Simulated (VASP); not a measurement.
# A VASP study of TaTeI (PBE + D3(BJ)): structure first, properties next, part 3 of 5

Aim: relax TaTeI, then compute properties on the relaxed cell. The cell is invented: other elements were put on sites of a known structure type. It may not be a known or stable phase.

VASP 6.6.1, plane waves and PAW; the level of theory is named at each step.

So far. Step 3 (Relaxing cell and atoms (PBE + D3(BJ))): It ends with forces that vanish by symmetry and a pressure of -0.04 GPa. Step 4 (Density, ELF and potential (PBE + D3(BJ))): In this run the pressure is -0.06 GPa, small enough to go on.

### 5. Band structure (PBE + D3(BJ))

Level of this step: PBE with D3(BJ); plane waves and PAW (Ta_pv, Te, I); invented cell (VASP).

Levels along the symmetry lines show where the bands peak and cross; KPOINTS_OPT computes them in the converged potential.

Input file INCAR:

```
SYSTEM = TaTeI
PREC = Accurate
ENCUT = 400
EDIFF = 1E-06
NELM = 100
ISMEAR = 0
SIGMA = 0.05
LREAL = .FALSE.
ALGO = Normal
GGA = PE
IVDW = 12
NBANDS = 25
LORBIT = 11
LWAVE = .FALSE.
LCHARG = .FALSE.
```

Input file POSCAR:

```
TaTeI
1.0
    5.1666381252     -0.0000000002      0.0000000000
   -2.5833190681      4.4744398746      0.0000000000
    0.0000000000      0.0000000000      3.1925865917
Ta Te I
1 1 1
Direct
    0.0000000000      0.0000000000      0.0000000000
    0.6666666700      0.3333333300      0.5000000000
    0.3333333300      0.6666666700      0.5000000000
```

Input file KPOINTS:

```
Automatic mesh
0
Gamma
5 5 7
0 0 0
```

Input file KPOINTS_OPT:

```
Line mode
16
Line-mode
Reciprocal
  0.00000000   0.00000000   0.00000000 GAMMA
  0.50000000   0.00000000   0.00000000 M

  0.50000000   0.00000000   0.00000000 M
  0.33333333   0.33333333   0.00000000 K

  0.33333333   0.33333333   0.00000000 K
  0.00000000   0.00000000   0.00000000 GAMMA

  0.00000000   0.00000000   0.00000000 GAMMA
  0.00000000   0.00000000   0.50000000 A

  0.00000000   0.00000000   0.50000000 A
  0.50000000   0.00000000   0.50000000 L

  0.50000000   0.00000000   0.50000000 L
  0.33333333   0.33333333   0.50000000 H

  0.33333333   0.33333333   0.50000000 H
  0.00000000   0.00000000   0.50000000 A

  0.50000000   0.00000000   0.50000000 L
  0.50000000   0.00000000   0.00000000 M

  0.33333333   0.33333333   0.00000000 K
  0.33333333   0.33333333   0.50000000 H
```

Potentials, in the order of the species: Ta_pv, Te and I (PBE family, release 64).

Run with:

```sh
mpirun -np 1 vasp_std
```

Log:

```text
[... set-up lines as in an earlier step ...]
 entering main loop
       N       E                     dE             d eps       ncg     rms          rms(c)
DAV:   1     0.133454869721E+03    0.13345E+03   -0.92865E+03  1000   0.692E+02
DAV:   2    -0.714671334628E+01   -0.14060E+03   -0.13497E+03  1297   0.193E+02
DAV:   3    -0.132448457930E+02   -0.60981E+01   -0.60261E+01  1208   0.380E+01
DAV:   4    -0.133249147533E+02   -0.80069E-01   -0.80038E-01  1239   0.474E+00
DAV:   5    -0.133266439609E+02   -0.17292E-02   -0.17292E-02  1234   0.712E-01    0.186E+01
DAV:   6    -0.126981343994E+02    0.62851E+00   -0.43540E+00  1111   0.689E+00    0.102E+01
DAV:   7    -0.125550992927E+02    0.14304E+00   -0.18425E+00  1103   0.361E+00    0.660E+00
DAV:   8    -0.124764305574E+02    0.78669E-01   -0.47917E-01  1175   0.248E+00    0.161E+00
DAV:   9    -0.124718422465E+02    0.45883E-02   -0.22734E-02  1121   0.584E-01    0.599E-01
DAV:  10    -0.124715333032E+02    0.30894E-03   -0.94467E-04  1269   0.142E-01    0.289E-01
DAV:  11    -0.124713594444E+02    0.17386E-03   -0.50514E-04  1132   0.103E-01    0.542E-02
DAV:  12    -0.124713504730E+02    0.89714E-05   -0.59983E-05  1287   0.264E-02    0.208E-02
DAV:  13    -0.124713482826E+02    0.21904E-05   -0.52574E-06  1173   0.998E-03    0.105E-02
DAV:  14    -0.124713486238E+02   -0.34125E-06   -0.49600E-07   654   0.274E-03
   1 F= -.14070258E+02 E0= -.14064795E+02  d E =-.109245E-01
 Start KPOINTS_OPT (optional k-point list driver)
k-point batch [1-20\144]
       N       E                     dE             ncg
DAV:   1     0.794165872479E+03   -0.37329E+04     1008
DAV:   2    -0.202422661044E+04   -0.28184E+04     1262
DAV:   3    -0.214154604268E+04   -0.11732E+03     1258
DAV:   4    -0.214319106378E+04   -0.16450E+01     1224
DAV:   5    -0.214323155668E+04   -0.40493E-01     1301
DAV:   6    -0.214323296543E+04   -0.14088E-02     1336
DAV:   7    -0.214323301506E+04   -0.49630E-04     1245
DAV:   8    -0.214323301701E+04   -0.19481E-05     1096
DAV:   9    -0.214323301708E+04   -0.70355E-07      828
[...]
k-point batch [141-144\144]
       N       E                     dE             ncg
DAV:   1     0.858485403452E+04   -0.31378E+04      200
DAV:   2     0.803488649620E+04   -0.54997E+03      244
DAV:   3     0.801049418945E+04   -0.24392E+02      238
DAV:   4     0.801016946915E+04   -0.32472E+00      221
DAV:   5     0.801016178040E+04   -0.76888E-02      237
DAV:   6     0.801016149876E+04   -0.28164E-03      263
DAV:   7     0.801016148998E+04   -0.87748E-05      245
DAV:   8     0.801016148973E+04   -0.25089E-06      191
```

Wall time 2.3 min (1 MPI rank of Intel Xeon Platinum 8488C (Sapphire Rapids), shared host); peak memory 0.21 GiB.

From OUTCAR (step 5):

```text
   k-points           NKPTS =     20   k-points in BZ     NKDIM =     20   number of bands    NBANDS=     25

   NELECT =      24.0000    total number of electrons

 E-fermi :   8.5835

 k-point     1 :       0.0000    0.0000    0.0000
  band No.  band energies     occupation
    ...
      7       1.7969      2.00000
      8       5.4776      2.00000
      9       5.4776      2.00000
     10       5.5599      2.00000
     11       7.5538      2.00000
     12       8.7692      0.00000
     13       9.9384      0.00000
     14       9.9384      0.00000
     15       9.9703      0.00000
     16       9.9703      0.00000
    ...

 Edisp (eV)   -1.59891

  Total      -0.01844    -0.01844    -0.03533     0.00000     0.00000     0.00000
  in kB      -0.40020    -0.40020    -0.76685     0.00000     0.00000     0.00000
  external pressure =       -0.52 kB  Pullay stress =        0.00 kB

 POSITION                                       TOTAL-FORCE (eV/Angst)
 -----------------------------------------------------------------------------------
      0.00000      0.00000      0.00000         0.000000     -0.000000      0.000000
      2.58332      1.49148      1.59629        -0.000000      0.000000      0.000000
     -0.00000      2.98296      1.59629         0.000000     -0.000000      0.000000
 -----------------------------------------------------------------------------------
    total drift:                                0.000006     -0.000003     -0.000000

  FREE ENERGIE OF THE ION-ELECTRON SYSTEM (eV)
  ---------------------------------------------------
  free  energy   TOTEN  =       -14.0702575804 eV

  energy  without entropy=      -14.0593330536  energy(sigma->0) =      -14.06479532

[... 8 parts as in an earlier step ...]

[... 8 further parts left out ...]
```

Spin-orbit coupling is off here; with elements this heavy it splits and shifts levels by tenths of an eV or more.

This step gave:

```
bands    : 25
pressure : -0.05224 GPa
```

Electronic bands along the path, in eV, zero at the Fermi level; # counts the bands kept, so #1 is VASP's band 6:

| point | #3 | #4 | #5 | #6 | #7 | #8 | #9 | #10 |
| --- | --- | --- | --- | --- | --- | --- | --- | --- |
| Γ | -3.11 | -3.11 | -3.02 | -1.03 | 0.19 | 1.35 | 1.35 | 1.39 |
| M | -2.25 | -2.08 | -1.57 | -1.01 | 0.06 | 1.12 | 1.33 | 1.65 |
| K | -3.51 | -2.41 | -0.88 | 0.26 | 0.29 | 0.37 | 0.43 | 0.96 |
| Γ | -3.11 | -3.11 | -3.02 | -1.03 | 0.19 | 1.35 | 1.35 | 1.39 |
| A | -5.09 | -4.19 | -3.31 | -3.31 | -1.02 | -1.02 | 2.21 | 2.57 |
| L | -5.79 | -4.21 | -1.20 | -1.16 | -0.04 | 0.00 | 0.87 | 1.03 |
| H | -5.78 | -3.29 | -2.80 | -1.93 | 0.33 | 0.35 | 0.66 | 1.49 |
| A | -5.09 | -4.19 | -3.31 | -3.31 | -1.02 | -1.02 | 2.21 | 2.57 |
| jump to L | -5.79 | -4.21 | -1.20 | -1.16 | -0.04 | 0.00 | 0.87 | 1.03 |
| M | -2.25 | -2.08 | -1.57 | -1.01 | 0.06 | 1.12 | 1.33 | 1.65 |
| jump to K | -3.51 | -2.41 | -0.88 | 0.26 | 0.29 | 0.37 | 0.43 | 0.96 |
| H | -5.78 | -3.29 | -2.80 | -1.93 | 0.33 | 0.35 | 0.66 | 1.49 |

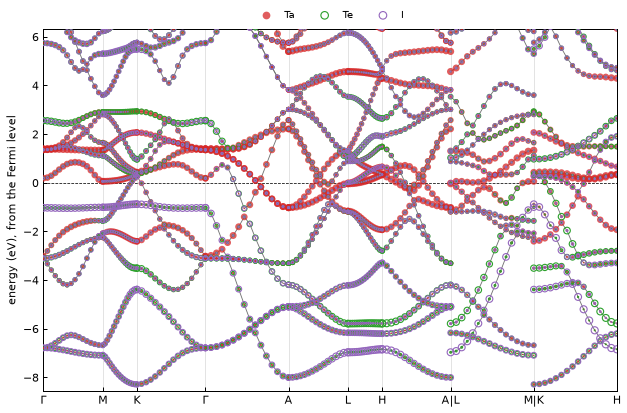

Electronic bands along the path; dots are coloured as in the legend, and their area grows with the weight.

There is no gap at this level.

### 6. Density of states (PBE + D3(BJ))

A density of states needs more k-points than a total energy; ISMEAR = -5 takes tetrahedra, and LORBIT projects the states on the PAW spheres. The mesh is finer than in the run before.

INCAR, as its differences from that of step 5:

```diff
@@ -5,3 +5,3 @@
 NELM = 100
-ISMEAR = 0
+ISMEAR = -5
 SIGMA = 0.05
@@ -15 +15,2 @@
 LCHARG = .FALSE.
+NEDOS = 2001
```

POSCAR is that of step 5.

Input file KPOINTS:

```
Automatic mesh
0
Gamma
8 8 10
0 0 0
```

Run with:

```sh
mpirun -np 1 vasp_std
```

Log:

```text
[... set-up lines as in an earlier step ...]
 entering main loop
       N       E                     dE             d eps       ncg     rms          rms(c)
DAV:   1     0.130899979428E+03    0.13090E+03   -0.93400E+03  3008   0.691E+02
DAV:   2    -0.724152292087E+01   -0.13814E+03   -0.13305E+03  3787   0.191E+02
DAV:   3    -0.132272033683E+02   -0.59857E+01   -0.59166E+01  3691   0.377E+01
DAV:   4    -0.133058507272E+02   -0.78647E-01   -0.78609E-01  3572   0.467E+00
DAV:   5    -0.133075181460E+02   -0.16674E-02   -0.16677E-02  3796   0.699E-01    0.182E+01
DAV:   6    -0.127859628011E+02    0.52156E+00   -0.52529E+00  3366   0.706E+00    0.100E+01
DAV:   7    -0.125840602671E+02    0.20190E+00   -0.20283E+00  3279   0.382E+00    0.670E+00
DAV:   8    -0.125170446357E+02    0.67016E-01   -0.39993E-01  3519   0.237E+00    0.155E+00
DAV:   9    -0.125158610700E+02    0.11836E-02   -0.90076E-03  3441   0.440E-01    0.894E-01
DAV:  10    -0.125147738846E+02    0.10872E-02   -0.67660E-03  3545   0.306E-01    0.127E-01
DAV:  11    -0.125147345595E+02    0.39325E-04   -0.16970E-04  3515   0.563E-02    0.716E-02
DAV:  12    -0.125147384235E+02   -0.38639E-05   -0.20835E-05  3759   0.182E-02    0.282E-02
DAV:  13    -0.125147380481E+02    0.37536E-06   -0.22001E-06  2863   0.794E-03
   1 F= -.14113647E+02 E0= -.14113647E+02  d E =0.000000E+00
 -----------------------------------------------------------------------------
|                                                                             |
|           W    W    AA    RRRRR   N    N  II  N    N   GGGG   !!!           |
|           W    W   A  A   R    R  NN   N  II  NN   N  G    G  !!!           |
|           W    W  A    A  R    R  N N  N  II  N N  N  G       !!!           |
|           W WW W  AAAAAA  RRRRR   N  N N  II  N  N N  G  GGG   !            |
|           WW  WW  A    A  R   R   N   NN  II  N   NN  G    G                |
|           W    W  A    A  R    R  N    N  II  N    N   GGGG   !!!           |
|                                                                             |
|     Tetrahedron method does not include variations of the Fermi             |
|     occupations, so forces and stress will be inaccurate. We suggest        |
|     using a different smearing scheme ISMEAR = 1 or 2 for metals in         |
|     relaxations.                                                            |
|                                                                             |
 -----------------------------------------------------------------------------
```

Wall time 84 s (1 MPI rank); peak memory 0.24 GiB.

From OUTCAR (step 6):

```text
   k-points           NKPTS =     60   k-points in BZ     NKDIM =     60   number of bands    NBANDS=     25

   NELECT =      24.0000    total number of electrons

 E-fermi :   8.6731

 k-point     1 :       0.0000    0.0000    0.0000
  band No.  band energies     occupation
    ...
      7       1.7915      2.00000
      8       5.4690      2.00000
      9       5.4690      2.00000
     10       5.5345      2.00000
     11       7.5477      2.00000
     12       8.7924      0.00000
     13       9.9883      0.00000
     14       9.9883      0.00000
     15       9.9898      0.00000
     16       9.9898      0.00000
    ...

 Edisp (eV)   -1.59891

  Total      -0.03307    -0.03307    -0.95700     0.00000    -0.00000     0.00000
  in kB      -0.71791    -0.71791   -20.77471     0.00000    -0.00000     0.00000
  external pressure =       -7.40 kB  Pullay stress =        0.00 kB

 POSITION                                       TOTAL-FORCE (eV/Angst)
 -----------------------------------------------------------------------------------
      0.00000      0.00000      0.00000        -0.000000      0.000000      0.000000
      2.58332      1.49148      1.59629         0.000000     -0.000000      0.000000
     -0.00000      2.98296      1.59629        -0.000000      0.000000      0.000000
 -----------------------------------------------------------------------------------
    total drift:                                0.000006     -0.000003     -0.000000

  FREE ENERGIE OF THE ION-ELECTRON SYSTEM (eV)
  ---------------------------------------------------
  free  energy   TOTEN  =       -14.1136470047 eV

  energy  without entropy=      -14.1136470047  energy(sigma->0) =      -14.11364700

[... 6 parts as in an earlier step ...]

[... 10 further parts left out ...]
```

The DOS at the Fermi level is high for the number of transition-metal atoms. It is one value on this mesh and may be a narrow spike; if it stands, a magnetic instability is possible, which a run without spin can't show. With tetrahedra the forces and stress of a metal are not exact derivatives of the energy.

This step gave:

```
SCF cycles             : 13
irreducible k-points   : 60
free energy (TOTEN)    : -14.11 eV
Fermi energy           : 8.673 eV
pressure               : -0.7404 GPa
DOS at the Fermi level : 2.979 states/eV/cell
```

The density of states has structure finer than the step of the table below, so its rows give means over 1 eV, whole bins alone (the curve runs from -12.0 to 3.74 eV). Peaks (eV: height): total 0.1: 4.51, 0.4: 5.28, 0.9: 4.71, 1.6: 4.49; Ta d 0.1: 2.38, 0.4: 2.73, 0.9: 2.41, 1.4: 2.27; Te p -2.1: 0.604, 1.6: 0.583, 2.1: 0.621, 2.5: 0.565; I p -6.8: 0.665, -6.3: 0.626, -6.0: 0.660, -2.1: 0.676; I d 0.4: 0.0561, 0.9: 0.0557, 1.6: 0.0655, 2.1: 0.0536.

States under -12.0 eV and over 3.7 eV are left out. Density of states against energy, zero at the Fermi level; means over each step; values in states/eV/cell:

| energy (eV) | total | Ta d | Te p | I p | I d | Te s |
| --- | --- | --- | --- | --- | --- | --- |
| -11 | 0.465 | 0.00158 | 0.00420 | 0.0114 | 6.0e-4 | 0.265 |
| -10 | 0.0516 | 2.4e-5 | 3.4e-4 | 5.6e-4 | 1.3e-5 | 0.0299 |
| -9 | 0 | 0 | 0 | 0 | 0 | 0 |
| -8 | 0.367 | 0.00197 | 0.0462 | 0.0845 | 3.3e-4 | 0.00150 |
| -7 | 1.59 | 0.0281 | 0.188 | 0.452 | 0.00292 | 0.00510 |
| -6 | 1.79 | 0.0493 | 0.232 | 0.484 | 0.00596 | 0.0321 |
| -5 | 1.47 | 0.0619 | 0.226 | 0.361 | 0.00653 | 0.0422 |
| -4 | 1.46 | 0.101 | 0.222 | 0.278 | 0.0124 | 0.0459 |
| -3 | 1.50 | 0.200 | 0.255 | 0.199 | 0.0187 | 0.0181 |
| -2 | 2.33 | 0.486 | 0.310 | 0.352 | 0.0227 | 0.0374 |
| -1 | 2.14 | 0.637 | 0.182 | 0.262 | 0.0242 | 0.0212 |
| 0 | 3.54 | 1.74 | 0.178 | 0.181 | 0.0375 | 0.0349 |
| 1 | 3.95 | 2.01 | 0.300 | 0.251 | 0.0467 | 0.0186 |
| 2 | 3.11 | 1.11 | 0.519 | 0.324 | 0.0479 | 0.00693 |
| 3 | 1.08 | 0.248 | 0.180 | 0.0862 | 0.0263 | 0.00116 |

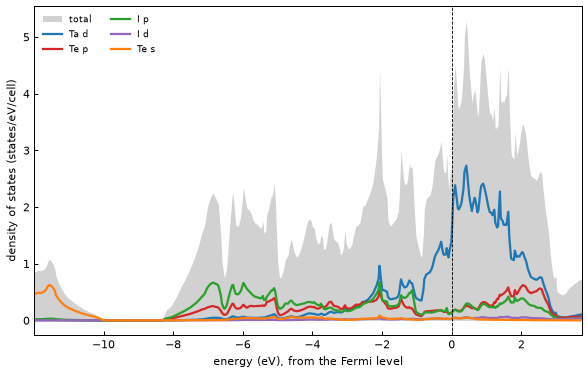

Density of states, plotted against energy.

The finer mesh and the other smearing move the Fermi level by +0.09 eV from the 5×5×7 run, one measure of the sampling error in the zero of the bands above. Of the states within 0.3 eV of the Fermi level, the largest shares in the PAW spheres are Ta d 50 %. The rest lies in smaller channels or between the spheres.

(Part 3 of 5 ends here.)

[Lines on the potential files, build, host, timing and source positions are cut from VASP's logs without a mark.]

[Logs are printed without paths, hosts, clocks, repeated set-up lines and the standing remarks that a program may print on its own settings, such as how far it seeks lower states.]

[Hosts, paths, dates, database ids (printed as entryN), source tags and the programs' standing remarks are cut or masked in the printed files.]

[A measured line is paired with the nearest computed mode of its activity, which favours agreement.]

[In band tables of VASP the shares of atoms and orbitals are scaled to a sum of 1 inside the atoms' spheres.]
